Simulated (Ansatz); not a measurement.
# CH4ClGa: molecular dynamics

Aim: follow the molecule's vibrations and see whether its bonds hold. The start is relaxed first. Runs: 113 steps of 0.5 fs under a Nosé-Hoover thermostat at 400 K; 150 steps of 0.5 fs under a Nosé-Hoover thermostat at 300 K.

All numbers below are computed with Ansatz 0.2.0 (RKS B3LYP/def2-SVP).

### 1 The structure to begin with

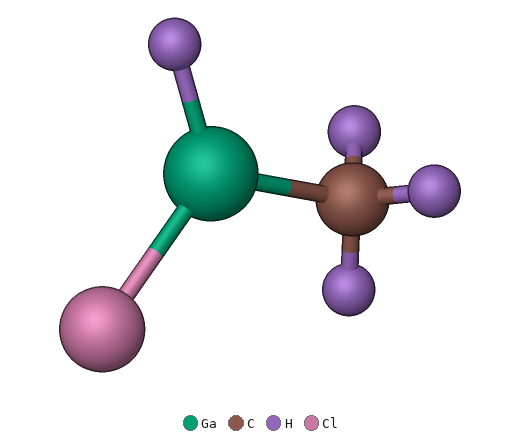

The starting structure, seen from a chosen angle (gallium teal, carbon brown, hydrogen purple, chlorine pink).

Coordinates:

```xyz
7

Ga    0.0000    0.0000    0.0000
C     0.0000    0.0000    1.9800
H    -0.9996   -0.3092    2.3505
H     0.7676   -0.7111    2.3505
H     0.2320    1.0203    2.3505
H     1.3596    0.0000   -0.7850
Cl   -1.9398    0.0000   -1.1200
```

### 2 Preparing the start

input.yaml reads:

```yaml
crystal:
  periodic: [false, false, false]
  atoms:
    - { symbol: Ga, position_ang: [0.0, 0.0, 0.0] }
    - { symbol: C, position_ang: [0.0, 0.0, 1.98] }
    - { symbol: H, position_ang: [-0.9996, -0.3092, 2.3505] }
    - { symbol: H, position_ang: [0.7676, -0.7111, 2.3505] }
    - { symbol: H, position_ang: [0.232, 1.0203, 2.3505] }
    - { symbol: H, position_ang: [1.3596, 0.0, -0.785] }
    - { symbol: Cl, position_ang: [-1.9398, 0.0, -1.12] }
basis:
  gaussian: { orbitals: def2-SVP }
hamiltonian:
  xc: b3lyp
relax:
  f_tol: 0.02
  max_steps: 40
```

Started as:

```bash
$ ansatz run input.yaml --threads 2 --pin off --max-ram 3072MiB --backend cpu --events-out ev --progress --plain --runs-dir out
```

Output, cut to the lines that bear on the results:

```text
Warning: RAYON_NUM_THREADS=2 ignored (pool sized by the plan → 2); use --threads N
[...]
Functional definition: B3LYP
[...]
886 factors; integrals over basis functions are off by at most 5.4e-4 eV
[...]
mean field -65994.72038844 eV, -2425.2612414469 hartree, gradient 1.2e-5 eV, S^2 0.000000; 0 other end points of the search recorded, 0 dependent functions left out
[...]
reference -65994.72062041 eV, -2425.2612499718 hartree; 29, 29 occupied and 55, 55 virtual orbitals, 886 factors
relax step   1: F+E_penalty+E_count = -65994.72038844 eV  Δ(F+E_penalty+E_count) = +0.000e0 eV  max|allowed force component| = 7.826e-1 eV/Å  Δτ_max = 0.0000 Å  (26 SCF iters, accepted)
[...]
relax step   4: F+E_penalty+E_count = -65994.79802130 eV  Δ(F+E_penalty+E_count) = -1.147e-3 eV  max|allowed force component| = 2.643e-2 eV/Å  Δτ_max = 0.0186 Å  (27 SCF iters, accepted)
[...]
relax step   5: F+E_penalty+E_count = -65994.79816949 eV  Δ(F+E_penalty+E_count) = -1.482e-4 eV  max|allowed force component| = 1.330e-2 eV/Å  Δτ_max = 0.0105 Å  (22 SCF iters, accepted)
886 factors; integrals over basis functions are off by at most 5.5e-4 eV
mean field -65994.79816949 eV, -2425.2640998479 hartree, gradient 1.1e-5 eV, S^2 0.000000; 1 other end points of the search recorded, 0 dependent functions left out
[...]
reference -65994.79840005 eV, -2425.2641083207 hartree; 29, 29 occupied and 55, 55 virtual orbitals, 886 factors
Total energy: -65994.79840005 eV, -2425.2641083207 hartree
Atom 0 at     0.061333    -0.003895     0.017436 Å, force     0.013302    -0.000741    -0.003333 eV/Å
Atom 1 at    -0.019934    -0.011012     1.983498 Å, force    -0.012576    -0.001644    -0.000109 eV/Å
Atom 2 at    -1.022255    -0.293967     2.335629 Å, force     0.006263     0.001226     0.000828 eV/Å
Atom 3 at     0.727855    -0.702867     2.401773 Å, force     0.002137     0.000578     0.001705 eV/Å
Atom 4 at     0.211134     1.000278     2.358416 Å, force     0.001929    -0.000587    -0.000206 eV/Å
Atom 5 at     1.308715     0.015176    -0.931108 Å, force    -0.006753     0.000543     0.003886 eV/Å
Atom 6 at    -1.847049    -0.003713    -1.039145 Å, force    -0.004302     0.000626    -0.002772 eV/Å
Dipole moment:     0.340999     0.002949     0.368039 e Å
```

Wall time 74 s (2 threads of Intel Xeon at 2.50GHz (Skylake/Cascade Lake), shared host); peak memory 0.18 GiB.

The steps of the relaxation:

| step | energy from step 1 (eV) | largest force component (eV/Å) |
| --- | --- | --- |
| 1 | 0.0000 | 0.7826 |
| 2 | -0.0672 | 0.2163 |
| 3 | -0.0765 | 0.0589 |
| 4 | -0.0776 | 0.0264 |
| 5 | -0.0778 | 0.0133 |

Step 1 is the start.

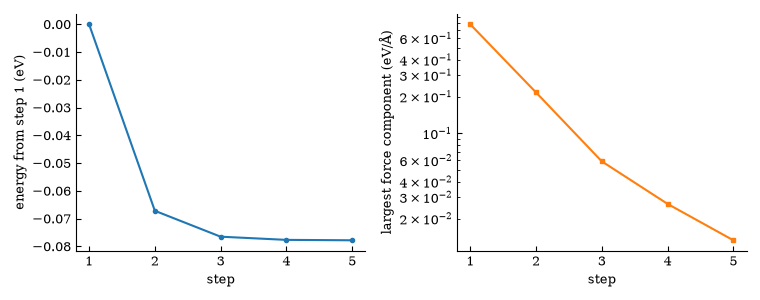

How energy and force went from step to step.

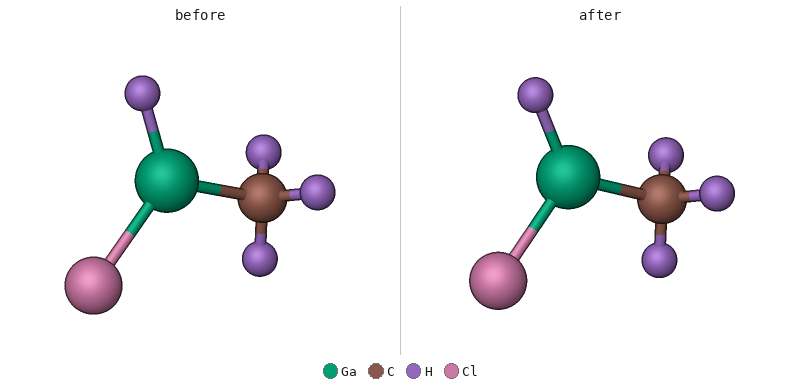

The structure before (left) and after (right), drawn at the same scale.

After: Bond lengths: Ga1–C2 1.968 Å, C2–H3 1.099 Å, C2–H4 1.101 Å, C2–H5 1.103 Å, Ga1–H6 1.567 Å, Ga1–Cl7 2.181 Å. Angles: Ga1–C2–H3 111.0°, Ga1–C2–H4 110.7°, Ga1–C2–H5 109.1°, H3–C2–H4 109.6°, H3–C2–H5 108.5°, H4–C2–H5 107.7°, C2–Ga1–H6 129.6°, C2–Ga1–Cl7 116.6°, H6–Ga1–Cl7 113.8°.

### 3 Run 1

113 steps of 0.5 fs under a Nosé-Hoover thermostat at 400 K, from the relaxed start.

input.yaml reads:

```yaml
crystal:
  periodic: [false, false, false]
  atoms:
    - { symbol: Ga, position_ang: [0.061333, -0.003895, 0.017436] }
    - { symbol: C, position_ang: [-0.019934, -0.011012, 1.983498] }
    - { symbol: H, position_ang: [-1.022255, -0.293967, 2.335629] }
    - { symbol: H, position_ang: [0.727855, -0.702867, 2.401773] }
    - { symbol: H, position_ang: [0.211134, 1.000278, 2.358416] }
    - { symbol: H, position_ang: [1.308715, 0.015176, -0.931108] }
    - { symbol: Cl, position_ang: [-1.847049, -0.003713, -1.039145] }
basis:
  gaussian: { orbitals: def2-SVP }
hamiltonian:
  xc: b3lyp
md:
  timestep: 0.5
  n_steps: 113
  ensemble: nvt_nose_hoover
  temperature: 400.0
  initial_velocities: maxwell_boltzmann
  seed: 78052
  nose_hoover: { tau: 50.0, chain_length: 3 }
```

Started as:

```bash
$ ansatz run input.yaml --threads 2 --pin off --max-ram 3072MiB --backend cpu --events-out ev --progress --plain --runs-dir out
```

Output, cut to the lines that bear on the results:

```text
Warning: RAYON_NUM_THREADS=2 ignored (pool sized by the plan → 2); use --threads N
[...]
[... 1 set-up line as earlier in the session ...]
[...]
887 factors; integrals over basis functions are off by at most 5.6e-4 eV
[...]
mean field -65994.79816766 eV, -2425.2640997807 hartree, gradient 1.0e-5 eV, S^2 0.000000; 0 other end points of the search recorded, 0 dependent functions left out
[...]
reference -65994.79839856 eV, -2425.2641082662 hartree; 29, 29 occupied and 55, 55 virtual orbitals, 887 factors
md step     0: t =     0.00 fs  T =   400.0 K  F+E_penalty+E_count = -65994.79816766 eV  E_kin = 0.258520 eV  conserved = -65994.53964766 eV  (26 SCF iters)
[...]
md step    14: t =     7.00 fs  T =   179.0 K  F+E_penalty+E_count = -65994.65363188 eV  E_kin = 0.115701 eV  conserved = -65994.53877398 eV  (27 SCF iters)
[...]
md step    28: t =    14.00 fs  T =   141.2 K  F+E_penalty+E_count = -65994.62470837 eV  E_kin = 0.091246 eV  conserved = -65994.53775685 eV  (23 SCF iters)
[...]
md step    42: t =    21.00 fs  T =   171.8 K  F+E_penalty+E_count = -65994.63997072 eV  E_kin = 0.111052 eV  conserved = -65994.53869182 eV  (29 SCF iters)
[...]
md step    55: t =    27.50 fs  T =   301.0 K  F+E_penalty+E_count = -65994.71305406 eV  E_kin = 0.194557 eV  conserved = -65994.53904454 eV  (28 SCF iters)
md step    56: t =    28.00 fs  T =   286.5 K  F+E_penalty+E_count = -65994.70250802 eV  E_kin = 0.185167 eV  conserved = -65994.53899971 eV  (27 SCF iters)
```

### 4 More of the same log: dynamics from the start

Output, continued, cut to the lines that bear on the results:

```text
md step    57: t =    28.50 fs  T =   257.5 K  F+E_penalty+E_count = -65994.68244996 eV  E_kin = 0.166433 eV  conserved = -65994.53871736 eV  (28 SCF iters)
[...]
md step    71: t =    35.50 fs  T =   175.1 K  F+E_penalty+E_count = -65994.61465064 eV  E_kin = 0.113191 eV  conserved = -65994.53786384 eV  (28 SCF iters)
[...]
md step    85: t =    42.50 fs  T =   325.4 K  F+E_penalty+E_count = -65994.69466182 eV  E_kin = 0.210317 eV  conserved = -65994.53868478 eV  (27 SCF iters)
[...]
md step    99: t =    49.50 fs  T =   254.9 K  F+E_penalty+E_count = -65994.62930893 eV  E_kin = 0.164760 eV  conserved = -65994.53858539 eV  (27 SCF iters)
[...]
md step   112: t =    56.00 fs  T =   317.6 K  F+E_penalty+E_count = -65994.64544511 eV  E_kin = 0.205272 eV  conserved = -65994.53807782 eV  (27 SCF iters)
[...]
md step   113: t =    56.50 fs  T =   318.0 K  F+E_penalty+E_count = -65994.64357337 eV  E_kin = 0.205525 eV  conserved = -65994.53803535 eV  (26 SCF iters)
Total energy: -65994.64380365 eV, -2425.2584270078 hartree
Atom 0 at     0.058072    -0.005697     0.028203 Å, force    -1.097584     0.451029     0.267976 eV/Å
Atom 1 at     0.006265    -0.000091     1.972520 Å, force    -0.648624     0.759758     1.406445 eV/Å
Atom 2 at    -1.045156    -0.117122     2.416346 Å, force     1.306284     0.091378    -0.586738 eV/Å
Atom 3 at     0.647382    -0.818186     2.317123 Å, force    -0.013970    -0.392040     0.186758 eV/Å
Atom 4 at     0.493137     0.921879     2.445507 Å, force    -0.623261    -0.772991    -0.754224 eV/Å
Atom 5 at     1.205415     0.211127    -0.907879 Å, force     0.952249    -0.021026    -0.672939 eV/Å
Atom 6 at    -1.851654    -0.008961    -1.059628 Å, force     0.124907    -0.116107     0.152722 eV/Å
Dipole moment:     0.395630    -0.056628     0.386747 e Å
```

Run time: 18 min. Hardware: 2 threads of Intel Xeon at 2.50GHz (Skylake/Cascade Lake), shared host; peak memory 0.18 GiB.

### 5 The trajectory

The trajectory, every 5 steps (energies from step 0):

| time (fs) | T (K) | potential energy change (meV/atom) | conserved energy change (meV/atom) |
| --- | --- | --- | --- |
| 0.0 | 400 | 0.0 | 0.00 |
| 2.5 | 190 | 19.7 | 0.26 |
| 5.0 | 184 | 20.1 | 0.14 |
| 7.5 | 150 | 23.4 | 0.20 |
| 10.0 | 217 | 17.2 | 0.10 |
| 12.5 | 193 | 19.8 | 0.19 |
| 15.0 | 178 | 21.4 | 0.21 |
| 17.5 | 225 | 17.3 | 0.07 |
| 20.0 | 99 | 29.3 | 0.28 |
| 22.5 | 242 | 16.4 | 0.11 |
| 25.0 | 231 | 18.1 | 0.23 |
| 27.5 | 301 | 12.2 | 0.09 |
| 30.0 | 169 | 25.3 | 0.30 |
| 32.5 | 274 | 15.9 | 0.09 |
| 35.0 | 195 | 24.2 | 0.23 |
| 37.5 | 201 | 24.3 | 0.21 |
| 40.0 | 257 | 20.0 | 0.20 |
| 42.5 | 325 | 14.8 | 0.14 |
| 45.0 | 242 | 23.9 | 0.22 |
| 47.5 | 161 | 32.2 | 0.28 |
| 50.0 | 264 | 23.6 | 0.16 |
| 52.5 | 261 | 25.1 | 0.24 |
| 55.0 | 314 | 21.6 | 0.21 |
| 56.5 | 318 | 22.1 | 0.23 |

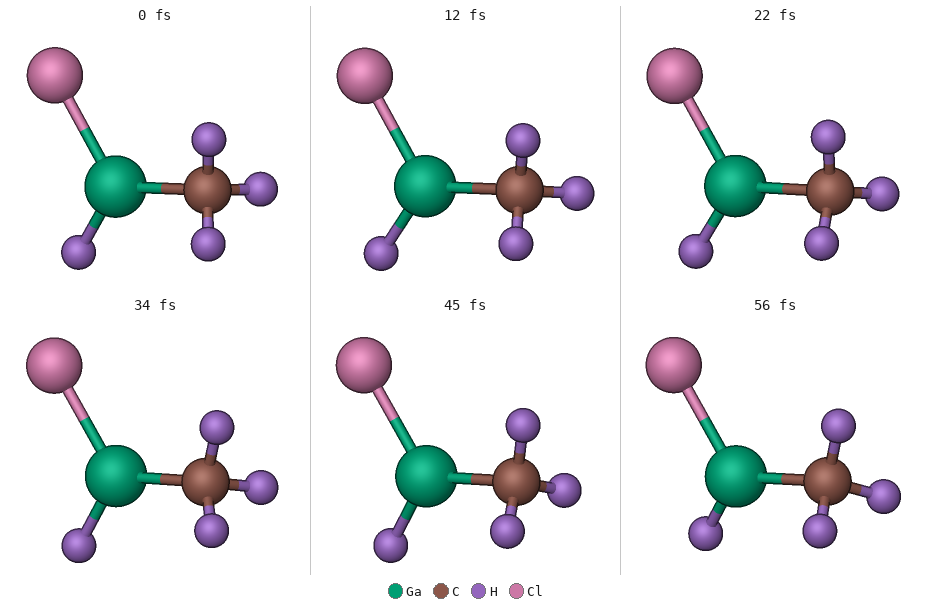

Six frames of the run, seen from a free direction. Sticks join atoms within a bonding distance in each frame.

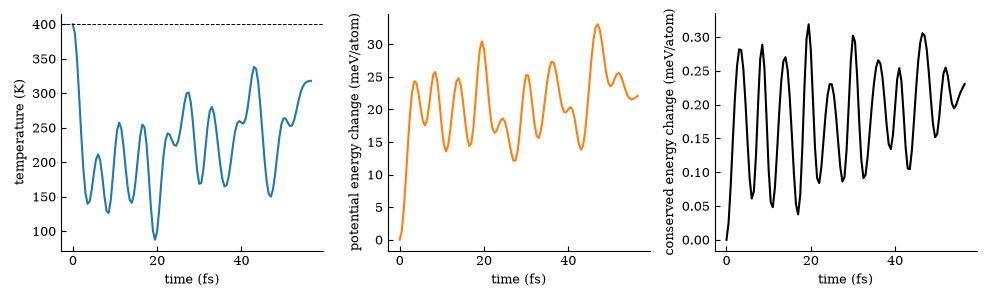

Time series of the run, each on its own scale. The dashed line is the set temperature.

### 6 Positions and forces

Positions (Å) and forces (eV/Å):

```xyz
7
time_fs=7.0 T=179 dE=0.1445
Ga    0.059   -0.003    0.011   -0.283    0.156    0.732
C    -0.028   -0.005    2.001    1.520   -0.343   -0.114
H    -0.980   -0.261    2.410   -1.138   -0.574    0.192
H     0.756   -0.671    2.427   -0.383   -0.346   -0.372
H     0.253    0.897    2.530    0.080    1.130   -0.258
H     1.249   -0.028   -0.964    0.370   -0.012   -0.148
Cl   -1.841   -0.005   -1.039   -0.165   -0.010   -0.031
7
time_fs=14.0 T=141 dE=0.1735
Ga    0.055   -0.001    0.009    0.625    0.052    0.192
C    -0.013   -0.001    2.030   -0.998    0.347    0.404
H    -1.046   -0.338    2.423    1.266    0.674   -0.662
H     0.688   -0.790    2.345    0.220    0.222    0.178
H     0.267    1.011    2.504   -0.291   -1.360   -0.644
H     1.315   -0.071   -1.031   -0.565    0.058    0.638
Cl   -1.837   -0.007   -1.040   -0.257    0.007   -0.106
7
time_fs=21.0 T=172 dE=0.1582
Ga    0.054    0.001    0.009   -0.661   -0.028    1.453
C    -0.004   -0.007    2.046   -0.155   -0.873   -2.186
H    -1.014   -0.284    2.311   -0.592    0.038    0.402
H     0.680   -0.811    2.314    0.380    0.048    0.459
H     0.272    0.973    2.374    0.376    0.791    0.685
H     1.238   -0.096   -0.904    0.931   -0.009   -0.696
Cl   -1.837   -0.009   -1.042   -0.279    0.033   -0.115
7
time_fs=28.0 T=287 dE=0.0957
Ga    0.051    0.003    0.017    1.018   -0.325   -0.178
C    -0.002   -0.026    2.001    1.167    0.167   -0.095
H    -1.027   -0.180    2.314   -0.397   -0.356    0.398
H     0.748   -0.742    2.442   -0.814    0.156   -0.397
H     0.330    0.950    2.395   -0.125    0.149   -0.142
H     1.385   -0.109   -0.934   -0.752    0.149    0.457
Cl   -1.840   -0.010   -1.045   -0.097    0.060   -0.043
7
time_fs=35.5 T=175 dE=0.1835
Ga    0.054    0.003    0.025   -0.393   -0.346   -0.141
C     0.012   -0.032    1.945   -1.201    1.349    2.625
H    -1.028   -0.166    2.424    1.119    0.149   -0.903
H     0.645   -0.747    2.494    0.248   -0.195   -0.444
H     0.354    0.990    2.365   -0.339   -1.105   -0.697
H     1.306   -0.058   -0.839    0.492    0.079   -0.488
Cl   -1.845   -0.010   -1.050    0.074    0.070    0.048
7
time_fs=42.5 T=325 dE=0.1035
Ga    0.055    0.001    0.032    0.102   -0.213   -0.992
C     0.009   -0.017    1.955   -0.518   -0.914   -0.417
H    -0.985   -0.166    2.348   -0.711    0.097    0.187
H     0.623   -0.823    2.342    0.624   -0.132    0.257
H     0.368    0.953    2.203    0.631    1.115    0.807
H     1.346    0.040   -0.894   -0.261    0.023    0.107
Cl   -1.849   -0.010   -1.054    0.133    0.023    0.050
7
time_fs=49.5 T=255 dE=0.1689
Ga    0.057   -0.004    0.033    0.254    0.340   -1.126
C    -0.005   -0.009    1.974    1.896   -0.151   -0.641
H    -1.030   -0.115    2.289   -0.401   -0.221    0.661
H     0.734   -0.837    2.217   -1.016    0.651    0.374
H     0.472    0.963    2.245   -0.383   -0.416    0.247
H     1.336    0.146   -0.948   -0.487   -0.147    0.403
Cl   -1.851   -0.009   -1.057    0.137   -0.056    0.081
7
time_fs=56.5 T=318 dE=0.1546
Ga    0.058   -0.006    0.028   -1.098    0.451    0.268
C     0.006    0.000    1.972   -0.649    0.760    1.406
H    -1.045   -0.117    2.416    1.306    0.091   -0.587
H     0.647   -0.818    2.317   -0.014   -0.392    0.187
H     0.493    0.922    2.446   -0.623   -0.773   -0.754
H     1.205    0.211   -0.908    0.952   -0.021   -0.673
Cl   -1.852   -0.009   -1.060    0.125   -0.116    0.153
```

Reading of run 1. Against a set 400 K the second half averages 245 K with a spread of 52 K; 23 meV/atom has gone into potential energy, and a thermostat that acts over some 50 fs has not made it up in 56 fs. The conserved energy strays from its start by at most 0.32 meV/atom, 1.5 % of the mean kinetic energy, so a step of 0.5 fs is short enough over this time. The bonding pattern survives the run.

### 7 Run 2

150 steps of 0.5 fs under a Nosé-Hoover thermostat at 300 K, starting from the last frame of an earlier run, with new velocities.

input.yaml reads:

```yaml
crystal:
  periodic: [false, false, false]
  atoms:
    - { symbol: Ga, position_ang: [0.058072, -0.005697, 0.028203] }
    - { symbol: C, position_ang: [0.006265, -9.1e-05, 1.97252] }
    - { symbol: H, position_ang: [-1.045156, -0.117122, 2.416346] }
    - { symbol: H, position_ang: [0.647382, -0.818186, 2.317123] }
    - { symbol: H, position_ang: [0.493137, 0.921879, 2.445507] }
    - { symbol: H, position_ang: [1.205415, 0.211127, -0.907879] }
    - { symbol: Cl, position_ang: [-1.851654, -0.008961, -1.059628] }
basis:
  gaussian: { orbitals: def2-SVP }
hamiltonian:
  xc: b3lyp
md:
  timestep: 0.5
  n_steps: 150
  ensemble: nvt_nose_hoover
  temperature: 300.0
  initial_velocities: maxwell_boltzmann
  seed: 690359
```

Started as:

```bash
$ ansatz run input.yaml --threads 2 --pin off --max-ram 3072MiB --backend cpu --events-out ev --progress --plain --runs-dir out
```

Output, cut to the lines that bear on the results:

```text
Warning: RAYON_NUM_THREADS=2 ignored (pool sized by the plan → 2); use --threads N
[...]
[... 1 set-up line as earlier in the session ...]
[...]
887 factors; integrals over basis functions are off by at most 3.8e-4 eV
[...]
mean field -65994.64357492 eV, -2425.2584186023 hartree, gradient 5.1e-5 eV, S^2 0.000000; 0 other end points of the search recorded, 0 dependent functions left out
[...]
reference -65994.64380531 eV, -2425.2584270689 hartree; 29, 29 occupied and 55, 55 virtual orbitals, 887 factors
md step     0: t =     0.00 fs  T =   300.0 K  F+E_penalty+E_count = -65994.64357492 eV  E_kin = 0.193890 eV  conserved = -65994.44968492 eV  (25 SCF iters)
[...]
md step    19: t =     9.50 fs  T =   181.4 K  F+E_penalty+E_count = -65994.56640160 eV  E_kin = 0.117230 eV  conserved = -65994.44903662 eV  (28 SCF iters)
[...]
md step    38: t =    19.00 fs  T =   132.5 K  F+E_penalty+E_count = -65994.53470838 eV  E_kin = 0.085651 eV  conserved = -65994.44909090 eV  (30 SCF iters)
[...]
md step    57: t =    28.50 fs  T =   279.1 K  F+E_penalty+E_count = -65994.62941699 eV  E_kin = 0.180404 eV  conserved = -65994.44992528 eV  (27 SCF iters)
[...]
md step    74: t =    37.00 fs  T =   249.3 K  F+E_penalty+E_count = -65994.60839383 eV  E_kin = 0.161132 eV  conserved = -65994.44918655 eV  (27 SCF iters)
md step    75: t =    37.50 fs  T =   275.2 K  F+E_penalty+E_count = -65994.62541645 eV  E_kin = 0.177835 eV  conserved = -65994.44954875 eV  (27 SCF iters)
```

### 8 More of the same log: dynamics from the last frame of an earlier run

Output, continued, cut to the lines that bear on the results:

```text
md step    76: t =    38.00 fs  T =   306.8 K  F+E_penalty+E_count = -65994.64631222 eV  E_kin = 0.198289 eV  conserved = -65994.45003770 eV  (27 SCF iters)
[...]
md step    94: t =    47.00 fs  T =   171.3 K  F+E_penalty+E_count = -65994.55715786 eV  E_kin = 0.110690 eV  conserved = -65994.44922833 eV  (28 SCF iters)
[...]
md step   112: t =    56.00 fs  T =   360.2 K  F+E_penalty+E_count = -65994.67813727 eV  E_kin = 0.232828 eV  conserved = -65994.44992185 eV  (27 SCF iters)
[...]
md step   130: t =    65.00 fs  T =   349.9 K  F+E_penalty+E_count = -65994.66991668 eV  E_kin = 0.226157 eV  conserved = -65994.45051951 eV  (28 SCF iters)
[...]
md step   148: t =    74.00 fs  T =   273.7 K  F+E_penalty+E_count = -65994.61810503 eV  E_kin = 0.176901 eV  conserved = -65994.44985902 eV  (28 SCF iters)
[...]
md step   149: t =    74.50 fs  T =   304.6 K  F+E_penalty+E_count = -65994.63848276 eV  E_kin = 0.196867 eV  conserved = -65994.45041239 eV  (27 SCF iters)
[...]
md step   150: t =    75.00 fs  T =   321.1 K  F+E_penalty+E_count = -65994.64927491 eV  E_kin = 0.207507 eV  conserved = -65994.45071908 eV  (28 SCF iters)
Total energy: -65994.64950612 eV, -2425.2586365700 hartree
Atom 0 at     0.078800    -0.010241    -0.009353 Å, force     0.170028     0.045529     1.150402 eV/Å
Atom 1 at    -0.078006    -0.007369     2.046641 Å, force    -0.333673     0.541888    -0.756941 eV/Å
Atom 2 at    -1.059198    -0.397825     2.400168 Å, force     0.244722     0.544564    -0.251835 eV/Å
Atom 3 at     0.676129    -0.574319     2.574560 Å, force     0.693315    -0.549008     0.005672 eV/Å
Atom 4 at     0.119439     1.053386     2.358035 Å, force    -0.529938    -0.480587    -0.131229 eV/Å
Atom 5 at     1.440124     0.128287    -0.835329 Å, force    -0.465023    -0.078362     0.050844 eV/Å
Atom 6 at    -1.860335     0.002106    -1.017312 Å, force     0.220568    -0.024024    -0.066913 eV/Å
Dipole moment:     0.328331    -0.018246     0.271866 e Å
```

It took 16 min on 2 threads of Intel Xeon at 2.50GHz (Skylake/Cascade Lake), shared host; peak memory 0.18 GiB.

(Part 1 of 2 ends here.)
